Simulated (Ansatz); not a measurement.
Cl$_{2}$GaH···H$_{2}$

Input file:

```
crystal:
  periodic: [false, false, false]
  atoms:
    - { symbol: Ga, position_ang: [0.083138, -0.606135, -0.432379] }
    - { symbol: H, position_ang: [0.140885, 0.104643, 2.245391] }
    - { symbol: Cl, position_ang: [1.91683, 0.360052, -0.973872] }
    - { symbol: H, position_ang: [-1.293337, 0.023212, -0.754528] }
    - { symbol: Cl, position_ang: [0.300484, -2.589698, 0.520883] }
    - { symbol: H, position_ang: [0.184899, -0.604174, 2.168506] }
basis:
  gaussian: { orbitals: def2-SVP }
hamiltonian:
  xc: hf
relax:
  f_tol: 0.03
  max_steps: 50
output:
  orbitals: {}
```

Command:

```sh
ansatz run input.yaml --threads 1 --pin off --max-ram 2048MiB --backend cpu --events-out ev --progress --plain --runs-dir out
```

The fields are those of the run's last geometry, not of the input's.

Computed with RHF/def2-SVP in Ansatz 0.2.0.

> What will maps of the electron density and electron localisation function show?

Ga–Cl (2.15 Å): ρ at the midpoint is about 0.69 e/Å³; the ELF peaks at about 0.85 in the valence shell of Cl, 0.8 Å from its nucleus, and is about 0.55 at the midpoint.
Ga–H (1.55 Å): ρ is about 1 e/Å³ halfway; the ELF climbs to about 1 towards the hydrogen.

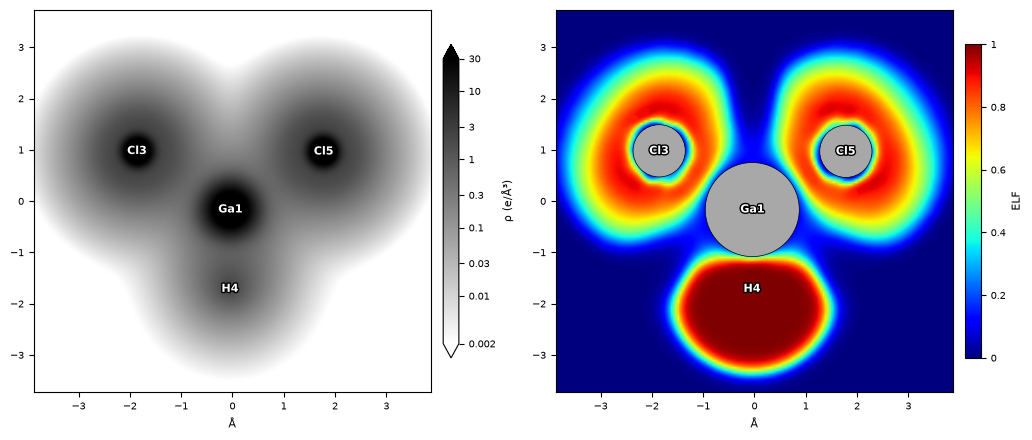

Computed electron density and electron localisation function on the plane of atoms H4, Ga1 and Cl5, in this order. Grey discs cover the atomic cores in the ELF map. 
